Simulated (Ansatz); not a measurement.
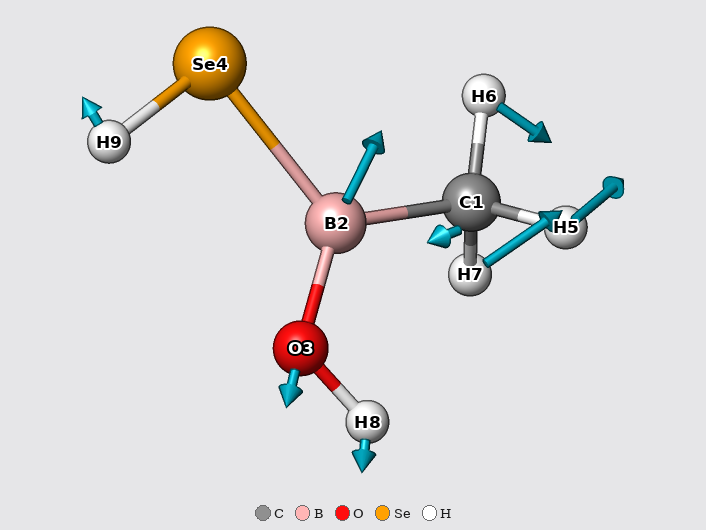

The arrows show one normal mode. Harmonic vibrations computed with RKS PBE0-D4/def2-TZVP (Ansatz 0.2.0) at a stationary point of the same level.

### At what wavenumber does it lie?

1382 cm⁻¹; it is mode 14 of 21 counted from the lowest.
